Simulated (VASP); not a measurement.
Consider the following.

```yaml
crystal:
  lattice:
    - [3.96799, 0.00000, 0.00000]
    - [0.00000, 3.96799, 0.00000]
    - [0.00000, 0.00000, 3.96799]
  atoms:
    - { symbol: K, position: [0.00000, 0.00000, 0.00000] }
    - { symbol: Mg, position: [0.50000, 0.50000, 0.50000] }
    - { symbol: H, position: [0.50000, 0.00000, 0.50000] }
    - { symbol: H, position: [0.00000, 0.50000, 0.50000] }
    - { symbol: H, position: [0.50000, 0.50000, 0.00000] }
```

Level of theory: PBEsol GGA, VASP's PBE PAW potentials (set 64) (plane waves; VASP). Run with 400 eV cut-off, 6×6×6 Γ-centred mesh, tetrahedra with Blöchl corrections, potentials K_sv Mg H.

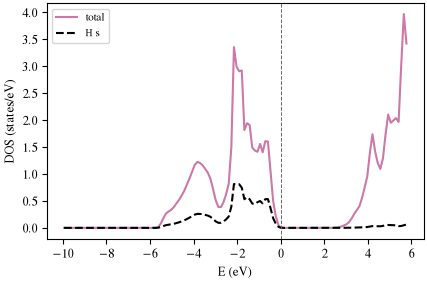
Figure. Total and projected density of states, zero at the valence-band maximum

Within 2 eV below the valence-band maximum the largest weight inside VASP's projection spheres is H s.

The gap is indirect, 2.39 eV, from the valence maximum at X to the conduction minimum at R.

The structure comes from a computed database's KMgH3 entry (Pm-3m); how it stands against other phases isn't given here. It was relaxed first.
